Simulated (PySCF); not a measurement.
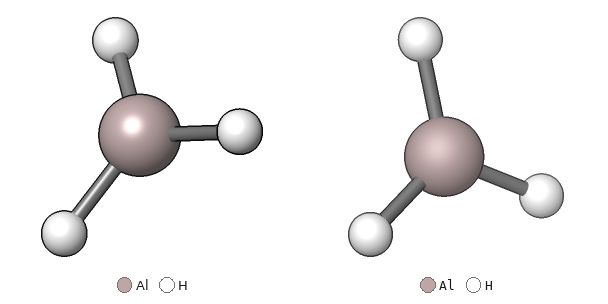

The same structure drawn twice, from different directions.

Computed geometry: PBE0-D3(BJ)/def2-SVP optimisation. No frequency run is at hand to confirm it as a minimum.

Description:

The molecule is AlH3. SMILES: `[AlH3]`. This geometry has D3h symmetry. All atoms lie on one plane. Coordination: 1 Al trigonal planar.

The parts below concern this one geometry. Atoms keep their numbers from picture to picture.

Electronic properties

No frequency run is at hand to confirm it as a minimum. Method: LDA/def2-SVPD, gas phase (PySCF 2.14.0). Excitations: vertical, linear response.

Predict the main results.

- HOMO energy (Kohn–Sham orbital): −7.29 eV
- LUMO energy (Kohn–Sham orbital): −2.78 eV
- HOMO–LUMO gap: 4.52 eV
- mean static polarisability: 35.0 bohr³
- lowest vertical singlet excitation: 4.67 eV
- its oscillator strength: 0.000
- brightest of the 10 lowest singlets: 8.87 eV
- its oscillator strength: 0.72

Charges

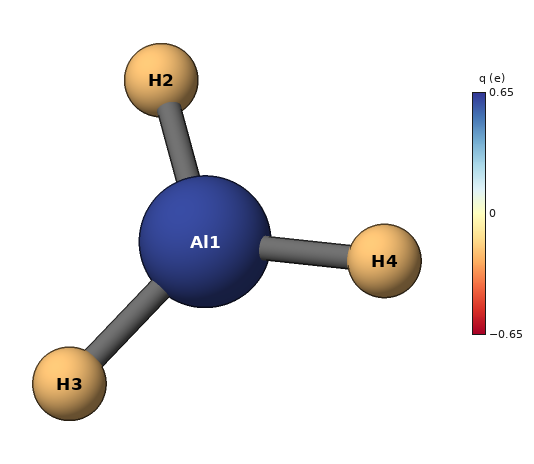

Atoms are coloured by their IAO charges. No frequency run is at hand to confirm it as a minimum. Properties computed with PBE0/cc-pVTZ, gas phase (PySCF 2.14.0).

Give the IAO charges atom by atom.

```
atom  value (e)
 Al1       0.61
  H2      −0.20
  H3      −0.20
  H4      −0.20
```

NMR shielding

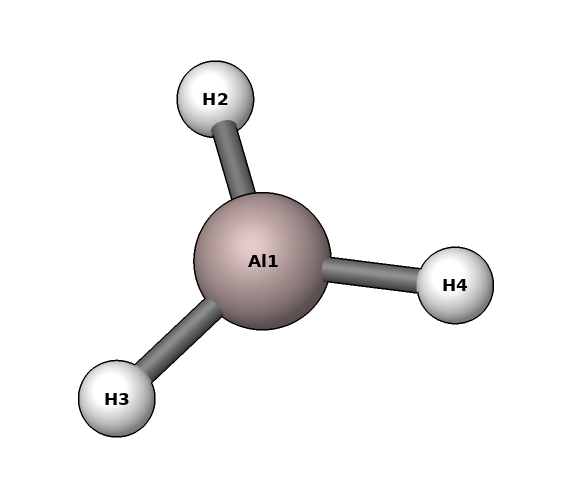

No frequency run is at hand to confirm it as a minimum. Level of theory: GIAO PBE0/cc-pVTZ NMR shielding, non-relativistic, gas phase (PySCF 2.14.0). Principal shieldings σ11 ≤ σ22 ≤ σ33, span Ω = σ33 − σ11, skew κ = 3(σiso − σ22)/Ω.

Give the shielding tensors of the Al atoms.

| atom | σ11 | σ22 | σ33 | σiso | Ω | κ |
| --- | --- | --- | --- | --- | --- | --- |
| Al1 | 225.9 | 226.0 | 416.3 | 289.4 | 190.4 | 1.00 |

Shieldings and span in ppm.

Quadrupole coupling

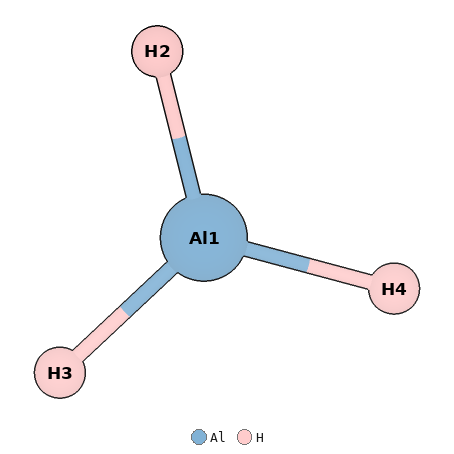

No frequency run is at hand to confirm it as a minimum. Electric field gradients from the ground-state density, PBE0/IGLO-III (PySCF 2.14.0), non-relativistic apart from any core potentials.

Give the largest field-gradient component, the quadrupole coupling constant and the asymmetry for 27Al at Al1 (Q = 146.6 mb).

```json
{"atom": "Al1", "V_zz (a.u.)": "1.520", "e²qQ/h (MHz)": "52.4", "η": "0.00"}
```
